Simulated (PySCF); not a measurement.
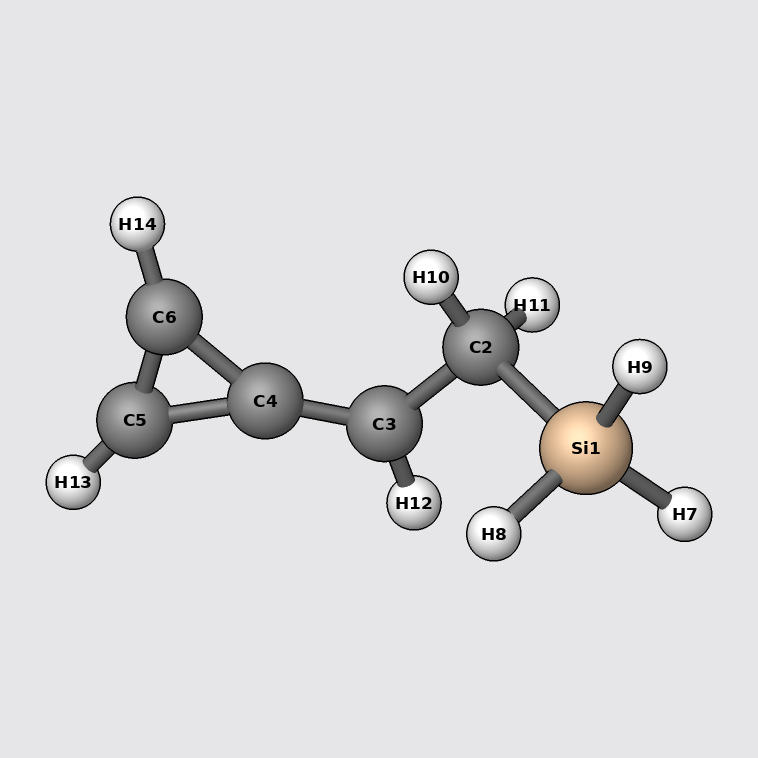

Geometry: a frame of a GFN2-xTB molecular-dynamics simulation, not a minimum. Level of theory: GIAO PBE0/pcSseg-1 NMR shielding, non-relativistic, gas phase (PySCF 2.14.0). Principal shieldings σ11 ≤ σ22 ≤ σ33, span Ω = σ33 − σ11, skew κ = 3(σiso − σ22)/Ω.

Give the shielding tensors of the C atoms.

```json
{"atom": "C2", "σ11": "160.5", "σ22": "166.8", "σ33": "189.7", "σiso": "172.3", "Ω": "29.3", "κ": "0.57"}
{"atom": "C3", "σ11": "27.0", "σ22": "104.3", "σ33": "166.5", "σiso": "99.2", "Ω": "139.5", "κ": "−0.11"}
{"atom": "C4", "σ11": "−36.2", "σ22": "40.2", "σ33": "205.4", "σiso": "69.8", "Ω": "241.6", "κ": "0.37"}
{"atom": "C5", "σ11": "−67.0", "σ22": "−0.3", "σ33": "191.0", "σiso": "41.2", "Ω": "258.0", "κ": "0.48"}
{"atom": "C6", "σ11": "−62.1", "σ22": "15.9", "σ33": "186.1", "σiso": "46.6", "Ω": "248.2", "κ": "0.37"}
```

Shieldings and span in ppm.
